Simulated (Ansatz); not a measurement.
# AsH3 (SMILES [H][As]([H])[H]) at CCSDTQ/STO-3G

What is the vertical electron affinity of AsH3 at CCSDTQ/STO-3G? 

The calculation is run with Ansatz 0.2.0.

32 further runs of the same task are left out: 2 that didn't finish, 30 set aside as unsound or not needed.

### 1 The system as given

The species is AsH3 (4 atoms), meant as a singlet with charge 0. As SMILES, `[H][As]([H])[H]`. The shape comes from GFN2-xTB, which is rough for such elements, and wasn't checked as a minimum.

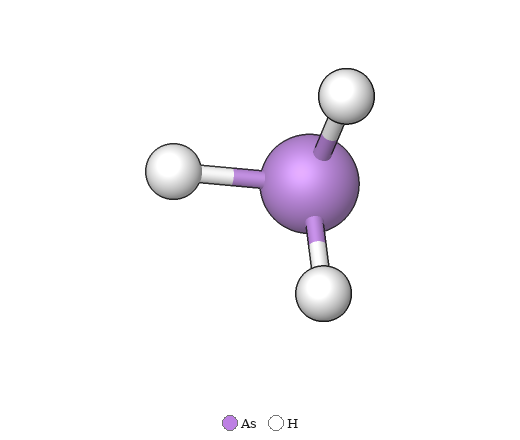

The structure, seen from a chosen angle (arsenic purple, hydrogen white).

### 2 The energy at CCSDTQ/STO-3G

The input, in.yaml:

```yaml
crystal:
  periodic: [false, false, false]
  atoms:
    - symbol: As
      position_ang: [-0.004370, 0.005540, 0.655970]
    - symbol: H
      position_ang: [1.216520, -0.029700, -0.207950]
    - symbol: H
      position_ang: [-0.582780, 1.061080, -0.232340]
    - symbol: H
      position_ang: [-0.629370, -1.036930, -0.215680]
basis:
  gaussian:
    orbitals: STO-3G
scf:
  omitted_lower_state_checks: [cluster_reference, increment]
correlation:
  method: ccsdtq
  frozen_orbitals: {As: 9, H: 0}
accuracy: high
```

Command:

```sh
$ ansatz run in.yaml --threads 1 --pin off --max-ram 2610MiB --events-out events.jsonl --progress --plain --runs-dir runs
```

What it wrote (excerpt; [...] marks lines left out):

```text
Warning: RAYON_NUM_THREADS=1 ignored (pool sized by the plan → 1); use --threads N
Functional definition: HF
  name "HF"
[...]
262 factors; integrals over basis functions are off by at most 5.9e-9 eV
[...]
mean field -60164.64271204 eV, -2211.0098386079 hartree, gradient 1.1e-8 eV, S^2 0.000000; 0 other end points of the search recorded, 0 dependent functions left out
9 core orbitals not correlated: weight in the atoms' cores, before any rotation towards them, 1.000 or more for the frozen orbitals, at most 0.000 for the correlated occupied ones
reference -60164.64271204 eV, -2211.0098386079 hartree; 9, 9 occupied and 3, 3 virtual orbitals, 262 factors
second order -1.06115302 eV of doubles, -0.00000000 eV of singles
cycle   1  -1.40348190 eV  change   -3.4e-1 eV  update   5.1e-2
[...]
cycle  27  -1.60466340 eV  change    1.7e-9 eV  update  6.4e-10
Total energy: -60166.24737544 eV, -2211.0688089002 hartree
Checks for a lower state left out: cluster_reference, increment
```

It took 5.4 s on 1 thread of Arm Neoverse V1, shared host; peak memory 0.14 GiB.

### 3 The doublet anion at the same level

The input, job.yaml:

```yaml
crystal:
  periodic: [false, false, false]
  atoms:
    - {symbol: As, position_ang: [-0.004370, 0.005540, 0.655970]}
    - {symbol: H, position_ang: [1.216520, -0.029700, -0.207950]}
    - {symbol: H, position_ang: [-0.582780, 1.061080, -0.232340]}
    - {symbol: H, position_ang: [-0.629370, -1.036930, -0.215680]}
basis:
  gaussian: {orbitals: STO-3G}
total_charge: -1
scf: {omitted_lower_state_checks: [cluster_reference, increment]}
magnetization: {spin_polarized: true, initial_magnetization: 1}
correlation: {method: ccsdtq, frozen_orbitals: {As: 9, H: 0}}
accuracy: high
```

Command:

```sh
$ ansatz run job.yaml --threads 1 --pin off --max-ram 2610MiB --events-out events.jsonl --progress --plain --runs-dir runs
```

What it wrote (excerpt; [...] marks lines left out):

```text
Warning: RAYON_NUM_THREADS=1 ignored (pool sized by the plan → 1); use --threads N
[... 2 set-up lines as earlier in the session ...]
[...]
262 factors; integrals over basis functions are off by at most 5.9e-9 eV
[...]
mean field -60153.80289608 eV, -2210.6114827190 hartree, gradient 1.4e-8 eV, S^2 0.763441; 4 other end points of the search recorded, 0 dependent functions left out
9 core orbitals not correlated: weight in the atoms' cores, before any rotation towards them, 1.000 or more for the frozen orbitals, at most 0.000 for the correlated occupied ones
reference -60153.80289608 eV, -2210.6114827190 hartree; 10, 9 occupied and 2, 3 virtual orbitals, 262 factors
second order -0.78352375 eV of doubles, -0.00000000 eV of singles
cycle   1  -1.04987831 eV  change   -2.7e-1 eV  update   4.9e-2
[...]
cycle  42  -1.24448890 eV  change   9.8e-11 eV  update   1.3e-9
Total energy: -60155.04738498 eV, -2210.6572168425 hartree
Checks for a lower state left out: cluster_reference, increment
```

Run time: 87 s. Hardware: 1 thread of Arm Neoverse V1, shared host; peak memory 0.56 GiB.

### 4 Summary of results

Level: CCSDTQ/STO-3G, 9 core orbitals frozen.

| quantity | value |
| --- | --- |
| singlet AsH3: total energy | -2211.06881 Eh |
| singlet AsH3: correlation energy (9 core orbitals frozen) | -59.0 mEh |
| singlet AsH3: T1 diagnostic | 0.004 |
| doublet anion: total energy | -2210.65722 Eh |
| doublet anion: correlation energy (9 core orbitals frozen) | -45.7 mEh |
| doublet anion: ⟨S²⟩ of the reference determinant | 0.763 |
| doublet anion: T1 diagnostic | 0.050 |
| vertical electron affinity (to the doublet anion) | -11.200 eV |

**Reading.** The anion lies 11.20 eV (258 kcal/mol) above the neutral: the electron isn't bound at this level, and such a value depends on the basis. Without diffuse functions anions come out too high. In a minimal basis such a difference can be off by several eV, whatever the method.
